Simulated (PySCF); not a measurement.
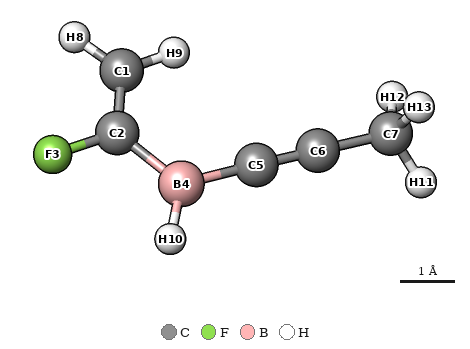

**Figure 1.** The structure (ball-and-stick view, seen at a tilt; atoms are numbered from 1 in the order of the input).

# What a change does: NMR shielding calculation on C$_{5}$H$_{6}$BF

System: C$_{5}$H$_{6}$BF, SMILES C=C(F)BC#CC.
Method of run A: GIAO PBE0/6-31G* NMR shielding, non-relativistic, gas phase (PySCF 2.14.0).

The geometry comes from this level: PBE0-D3(BJ)/def2-SVP. Text and figures count atoms from 1; the logs count them from 0 in places.

**Input file, run A**
```
{"job": {"kind": "nmr", "xc": "PBE0", "basis": "6-31G*", "pop": true}, "charge": 0, "multiplicity": 1}
C     -2.303552     0.661627    -0.555604
C     -2.205395    -0.579783    -0.056471
F     -3.330111    -1.292747     0.116836
B     -0.876833    -1.279162     0.344308
C      0.447540    -0.570726     0.203930
C      1.531816    -0.013403     0.107531
C      2.818280     0.645145     0.007947
H     -3.270542     1.097922    -0.821187
H     -1.395699     1.248855    -0.699879
H     -0.917167    -2.406834     0.776235
H      3.615514    -0.070915    -0.245485
H      2.809709     1.442590    -0.751162
H      3.080385     1.104837     0.974597
```

The first line tells a small driver script what to run in PySCF; the rest is the geometry in Å.

Launched with:
```bash
OMP_NUM_THREADS=1 python <driver script> task.json out
```

Hardware: 1 CPU thread, shared host.

**Output (run A)**
```
coarse grid: 11328 points
cycle   1  E = -318.3572012442  dE =  7.450e-01  |g| = 5.242e-01  |ddm| = 3.592e+00
cycle   2  E = -318.3287055908  dE =  2.850e-02  |g| = 6.625e-01  |ddm| = 9.950e-01
cycle   3  E = -318.4113531892  dE = -8.265e-02  |g| = 1.544e-01  |ddm| = 5.983e-01
cycle   4  E = -318.4165306423  dE = -5.177e-03  |g| = 6.362e-02  |ddm| = 1.719e-01
cycle   5  E = -318.4175132613  dE = -9.826e-04  |g| = 1.635e-02  |ddm| = 6.375e-02
cycle   6  E = -318.4175794506  dE = -6.619e-05  |g| = 2.809e-03  |ddm| = 1.646e-02
cycle   7  E = -318.4175813481  dE = -1.897e-06  |g| = 1.001e-03  |ddm| = 3.361e-03
final grid: 111088 points
cycle   8  E = -318.3752063513  dE = -2.447e-05  |g| = 7.417e-03  |ddm| = 2.684e-02
cycle   9  E = -318.3752003677  dE =  5.984e-06  |g| = 9.585e-03  |ddm| = 1.369e-02
cycle  10  E = -318.3752192921  dE = -1.892e-05  |g| = 1.706e-03  |ddm| = 7.666e-03
cycle  11  E = -318.3752199361  dE = -6.440e-07  |g| = 6.015e-04  |ddm| = 1.810e-03
cycle  12  E = -318.3752200241  dE = -8.799e-08  |g| = 1.218e-04  |ddm| = 5.489e-04
cycle  13  E = -318.3752200270  dE = -2.979e-09  |g| = 2.845e-05  |ddm| = 1.186e-04
cycle  14  E = -318.3752200272  dE = -1.904e-10  |g| = 1.350e-05  |ddm| = 3.464e-05
converged SCF energy = -318.3752200272

GIAO shielding tensors (ppm)
atom      isotropic    diamagn.    paramagn.     s11        s22        s33       span
  0 C       76.491     262.152    -185.661    -17.753     81.783    165.445    183.198
  1 C       23.962     250.385    -226.423    -76.084     51.219     96.752    172.836
  2 F      291.885     470.685    -178.800    181.897    280.487    413.271    231.374
  3 B       61.252     203.933    -142.682     18.542     38.697    126.516    107.974
  4 C      108.231     261.313    -153.082     23.269     32.981    268.442    245.172
  5 C       66.710     257.972    -191.262      6.448     28.880    164.802    158.355
  6 C      186.749     254.067     -67.318    180.047    180.731    199.469     19.422
  7 H       26.538      28.147      -1.609     24.396     25.983     29.236      4.840
  8 H       26.201      34.690      -8.489     24.593     24.769     29.240      4.646
  9 H       25.813      30.239      -4.425     23.967     26.026     27.447      3.481
 10 H       29.905      28.035       1.869     25.682     28.318     35.715     10.033
 11 H       29.991      30.073      -0.083     25.609     28.692     35.672     10.063
 12 H       29.926      28.980       0.946     26.142     28.249     35.386      9.244
```

Run B used a changed input.

**The two runs side by side**

```csv
quantity,run A,run B
outcome,converged,converged
total energy (hartree),−318.375220,−318.147202
HOMO (eV),−7.25,−7.49
LUMO (eV),−2.07,−2.30
dipole moment (D),3.32,3.43
shielding of C1 (ppm),76.5,74.0
shielding of C2 (ppm),24.0,17.8
shielding of F3 (ppm),291.9,291.2
shielding of B4 (ppm),61.3,56.8
shielding of C5 (ppm),108.2,104.5
shielding of C6 (ppm),66.7,60.5
shielding of H8 (ppm),26.5,25.8
SCF iterations,14,14
basis functions,110,128
wall time (shared host),9.8 s,12 s
```

Which change of the input explains these differences?

The change (lines with − go, lines with + come):
```diff
-"basis": "6-31G*"
+"basis": "def2-SVP"
```

The total energy of run B is 143.1 kcal/mol higher, which measures the change of basis and not a stability. The HOMO goes from −7.25 to −7.49 eV. The LUMO goes from −2.07 to −2.30 eV. The dipole moment goes from 3.32 to 3.43 D. Of all shieldings, the largest change is that of C6, by −6.3 ppm. The number of SCF iterations is the same. The basis functions go from 110 to 128.

**Output (run B)**
```
coarse grid: 11328 points
cycle   1  E = -318.0443872247  dE =  6.911e-01  |g| = 5.010e-01  |ddm| = 4.024e+00
cycle   2  E = -318.0123193951  dE =  3.207e-02  |g| = 6.510e-01  |ddm| = 1.057e+00
cycle   3  E = -318.0933646908  dE = -8.105e-02  |g| = 1.484e-01  |ddm| = 6.180e-01
cycle   4  E = -318.0980532139  dE = -4.689e-03  |g| = 6.532e-02  |ddm| = 1.642e-01
cycle   5  E = -318.0990980586  dE = -1.045e-03  |g| = 1.567e-02  |ddm| = 6.261e-02
cycle   6  E = -318.0991594108  dE = -6.135e-05  |g| = 2.988e-03  |ddm| = 1.742e-02
cycle   7  E = -318.0991615015  dE = -2.091e-06  |g| = 1.104e-03  |ddm| = 3.962e-03
final grid: 111088 points
cycle   8  E = -318.1471907633  dE = -2.353e-05  |g| = 6.482e-03  |ddm| = 2.640e-02
cycle   9  E = -318.1471867703  dE =  3.993e-06  |g| = 8.086e-03  |ddm| = 1.260e-02
cycle  10  E = -318.1472009687  dE = -1.420e-05  |g| = 1.522e-03  |ddm| = 6.903e-03
cycle  11  E = -318.1472014842  dE = -5.155e-07  |g| = 4.962e-04  |ddm| = 1.584e-03
cycle  12  E = -318.1472015428  dE = -5.864e-08  |g| = 1.130e-04  |ddm| = 4.596e-04
cycle  13  E = -318.1472015456  dE = -2.786e-09  |g| = 1.893e-05  |ddm| = 1.101e-04
cycle  14  E = -318.1472015457  dE = -1.110e-10  |g| = 6.140e-06  |ddm| = 3.256e-05
converged SCF energy = -318.1472015457

GIAO shielding tensors (ppm)
atom      isotropic    diamagn.    paramagn.     s11        s22        s33       span
  0 C       73.979     257.196    -183.217    -24.788     78.116    168.608    193.397
  1 C       17.815     255.701    -237.885    -86.164     44.393     95.217    181.381
  2 F      291.186     467.133    -175.947    176.494    279.448    417.616    241.122
  3 B       56.784     204.801    -148.017     12.157     32.538    125.656    113.499
  4 C      104.549     263.376    -158.827     18.666     26.935    268.046    249.380
  5 C       60.453     260.779    -200.326     -1.543     22.796    160.106    161.648
  6 C      187.266     250.620     -63.355    180.226    181.546    200.024     19.798
  7 H       25.831      28.166      -2.334     23.588     25.270     28.635      5.048
  8 H       25.527      35.775     -10.248     23.765     23.968     28.848      5.084
  9 H       25.368      31.107      -5.739     23.552     25.497     27.055      3.503
 10 H       29.257      26.517       2.740     24.768     27.435     35.568     10.800
 11 H       29.342      29.737      -0.395     24.661     27.811     35.553     10.892
 12 H       29.262      28.069       1.193     25.195     27.330     35.260     10.065
```
